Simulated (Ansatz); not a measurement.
A series of calculations on C3H9AsO

Part 1: Relaxation

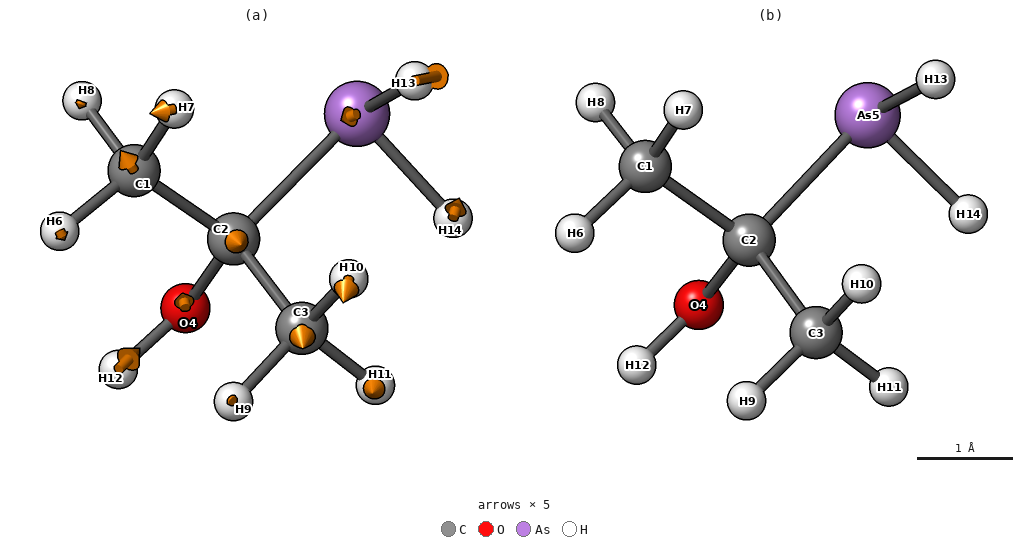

The structure of C₃H₉AsO before (left) and after (right) a relaxation, at one scale. The orange arrows give the displacements, magnified 5 times.

Style: ball-and-stick. Shown at a tilt.

The run prepares an end point of a later path (inversion) calculation, from a guessed geometry.

Level of theory: RKS PBE0-D4/def2-SVP (Ansatz 0.2.0).

Input
```yaml
crystal:
  periodic: [false, false, false]
  atoms:
    - { symbol: C, position_ang: [-0.9542, 1.0242, 0.3583] }
    - { symbol: C, position_ang: [-0.3196, -0.245, -0.0592] }
    - { symbol: C, position_ang: [1.0469, -0.3387, 0.5641] }
    - { symbol: O, position_ang: [-1.0286, -1.3296, 0.3276] }
    - { symbol: As, position_ang: [-0.1552, -0.2892, -2.0526] }
    - { symbol: H, position_ang: [-1.106, 1.1478, 1.4497] }
    - { symbol: H, position_ang: [-0.384, 1.9437, -0.0005] }
    - { symbol: H, position_ang: [-1.9776, 1.1396, -0.1117] }
    - { symbol: H, position_ang: [1.0089, -0.2861, 1.7281] }
    - { symbol: H, position_ang: [1.7265, 0.5009, 0.266] }
    - { symbol: H, position_ang: [1.5541, -1.2979, 0.3158] }
    - { symbol: H, position_ang: [-1.1744, -1.3065, 1.3369] }
    - { symbol: H, position_ang: [0.9518, 0.7957, -2.0816] }
    - { symbol: H, position_ang: [0.7984, -1.4882, -2.012] }
basis:
  gaussian: { orbitals: def2-SVP }
hamiltonian:
  xc: pbe0
  dispersion: d4
relax:
  f_tol: 0.015
  max_steps: 40
output:
  orbitals: {}
```

Launched with:
```bash
ansatz run input.yaml --threads 2 --pin off --max-ram 3072MiB --backend cpu --events-out ev --progress --plain --runs-dir out
```

What changed between the two?

The atom that moves furthest after the best rigid fit is H13 (0.14 Å). By element the largest moves are H 0.14 Å, C 0.08 Å, As 0.05 Å, O 0.05 Å. Among the contacts that change: C2–O4 1.352 → 1.414 Å, C3–H9 1.166 → 1.106 Å, O4–H12 1.020 → 0.966 Å, C1–C2 1.479 → 1.523 Å. Bond angles that change, for instance: O4–C2–As5 108.1° → 102.0°, C2–C1–H6 115.6° → 109.8°, H7–C1–H8 103.8° → 108.7°. The energy falls by 37.8 kJ/mol in 6 geometry steps. The largest force component goes from 2.7 to 0.0075 eV/Å. Cost: 42 s on 2 threads of Arm Neoverse V1, on a shared host, peak memory 0.4 GiB.

Part 2: Relaxation

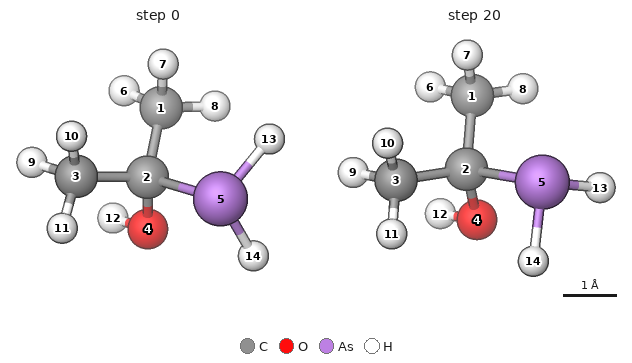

The structure of C₃H₉AsO before (left) and after (right) a relaxation, at one scale.

The picture is a ball-and-stick view, seen at a tilt.

The run prepares an end point of a later path (inversion) calculation, from a guessed geometry.

Method: Ansatz, RKS PBE0-D4/def2-SVP.

The input:
```yaml
crystal:
  periodic: [false, false, false]
  atoms:
    - { symbol: C, position_ang: [-0.9542, 1.0242, 0.3583] }
    - { symbol: C, position_ang: [-0.3196, -0.245, -0.0592] }
    - { symbol: C, position_ang: [1.0469, -0.3387, 0.5641] }
    - { symbol: O, position_ang: [-1.0286, -1.3296, 0.3276] }
    - { symbol: As, position_ang: [-0.1552, -0.2892, -2.0526] }
    - { symbol: H, position_ang: [-1.106, 1.1478, 1.4497] }
    - { symbol: H, position_ang: [-0.384, 1.9437, -0.0005] }
    - { symbol: H, position_ang: [-1.9776, 1.1396, -0.1117] }
    - { symbol: H, position_ang: [1.0089, -0.2861, 1.7281] }
    - { symbol: H, position_ang: [1.7265, 0.5009, 0.266] }
    - { symbol: H, position_ang: [1.5541, -1.2979, 0.3158] }
    - { symbol: H, position_ang: [-1.1744, -1.3065, 1.3369] }
    - { symbol: H, position_ang: [-1.11964, 0.90756, -2.25492] }
    - { symbol: H, position_ang: [-1.22502, -1.37894, -2.1813] }
basis:
  gaussian: { orbitals: def2-SVP }
hamiltonian:
  xc: pbe0
  dispersion: d4
relax:
  f_tol: 0.015
  max_steps: 40
```

Run as
```bash
ansatz run input.yaml --threads 2 --pin off --max-ram 3072MiB --backend cpu --events-out ev --progress --plain --runs-dir out
```

Question: What changed between the two?

Answer: After 17 accepted moves (20 points after the start) the energy has fallen by 45.3 kJ/mol. Largest force component: 2.7 eV/Å at the start, 0.0049 eV/Å at the end. The line search rejected the trial steps at points 9, 16, 19 of the run. The forces were under the threshold at step 5, but the run went on from there. The atom that moves furthest after the best rigid fit is H13 (1.15 Å). By element the largest moves are H 1.15 Å, As 0.34 Å, O 0.33 Å, C 0.25 Å. Near-neighbour distances that change, for instance: C3–H9 1.166 → 1.105 Å, C2–O4 1.352 → 1.409 Å, O4–H12 1.020 → 0.967 Å, C1–C2 1.479 → 1.524 Å. Among the angles between lasting bonds that change: C2–C1–H6 115.6° → 109.8°, H7–C1–H8 103.8° → 108.7°, H13–As5–H14 96.0° → 92.3°. Groups turn about C2–As5 by about 60°. Cost: 110 s on 2 threads of Arm Neoverse V1, with other jobs on the host, peak memory 0.4 GiB.

Part 3: Path

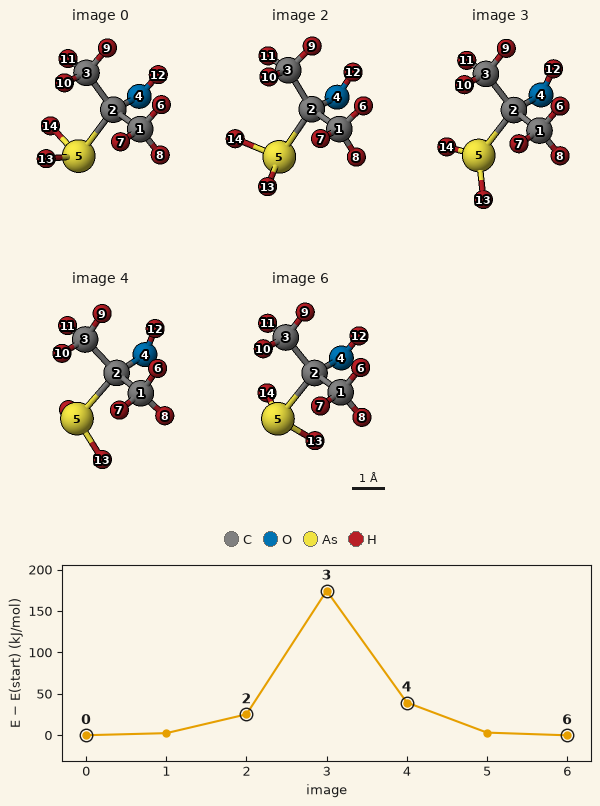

A search for the minimum-energy path of C3H9AsO by the nudged elastic band. Images are numbered from 0 (start) to 6 (end). A ball-and-stick model, seen at a tilt.

The calculation used Ansatz 0.2.0, RKS PBE0-D4/def2-SVP.

Input
```yaml
crystal:
  periodic: [false, false, false]
  atoms:
    - { symbol: C, position_ang: [-0.975341, 1.081689, 0.3569] }
    - { symbol: C, position_ang: [-0.267145, -0.20909, -0.032473] }
    - { symbol: C, position_ang: [1.100738, -0.316807, 0.622553] }
    - { symbol: O, position_ang: [-1.062889, -1.331442, 0.294032] }
    - { symbol: As, position_ang: [-0.197271, -0.315304, -2.036037] }
    - { symbol: H, position_ang: [-1.094047, 1.127018, 1.454712] }
    - { symbol: H, position_ang: [-0.406015, 1.97265, 0.050381] }
    - { symbol: H, position_ang: [-1.976952, 1.129513, -0.095128] }
    - { symbol: H, position_ang: [0.991548, -0.286848, 1.723091] }
    - { symbol: H, position_ang: [1.764004, 0.511024, 0.33228] }
    - { symbol: H, position_ang: [1.585087, -1.26661, 0.355296] }
    - { symbol: H, position_ang: [-1.188006, -1.334593, 1.251523] }
    - { symbol: H, position_ang: [0.937563, 0.698613, -2.183025] }
    - { symbol: H, position_ang: [0.775725, -1.489111, -2.065206] }
basis:
  gaussian: { orbitals: def2-SVP }
hamiltonian:
  xc: pbe0
  dispersion: d4
neb:
  order_check: false
  images: 5
  f_tol: 0.03
  max_iterations: 60
  initial_path: idpp
  final_atoms:
    - { symbol: C, position_ang: [-0.83451351, 1.14429019, 0.34387971] }
    - { symbol: C, position_ang: [-0.06980064, -0.11345714, -0.05085712] }
    - { symbol: C, position_ang: [1.16194623, -0.31231046, 0.82426631] }
    - { symbol: O, position_ang: [-0.90926055, -1.24361614, 0.01089308] }
    - { symbol: As, position_ang: [0.5297595, 0.0797068, -1.95535471] }
    - { symbol: H, position_ang: [-1.15813185, 1.06961815, 1.39794863] }
    - { symbol: H, position_ang: [-0.21793925, 2.05109386, 0.25042353] }
    - { symbol: H, position_ang: [-1.73509162, 1.26379631, -0.27652143] }
    - { symbol: H, position_ang: [0.85747153, -0.40372751, 1.88270423] }
    - { symbol: H, position_ang: [1.86219866, 0.53375053, 0.75319459] }
    - { symbol: H, position_ang: [1.6929961, -1.23485114, 0.54650641] }
    - { symbol: H, position_ang: [-1.19914719, -1.33793447, 0.92816565] }
    - { symbol: H, position_ang: [-0.86860262, -0.12873171, -2.52338643] }
    - { symbol: H, position_ang: [0.8751142, -1.39692528, -2.10296346] }
```

Command:
```bash
ansatz run input.yaml --threads 2 --pin off --max-ram 3072MiB --backend cpu --events-out ev --progress --plain --runs-dir out
```

Q: What happens along the path, and what is the barrier?

A: The motion is an umbrella inversion at As5. No bond forms or breaks between the ends. Bond angles that change up to the highest image, for instance: C2–As5–H14 94.7° → 121.9°, H13–As5–H14 92.0° → 118.5°. The barrier is about 174.5 kJ/mol in both directions, with image 3 at the top; the ends have nearly the same energy. The band converged in 7 iterations, with a climbing image at the top.

The run took 3.5 min on 2 threads of Arm Neoverse V1 (shared host), peak memory 0.4 GiB.
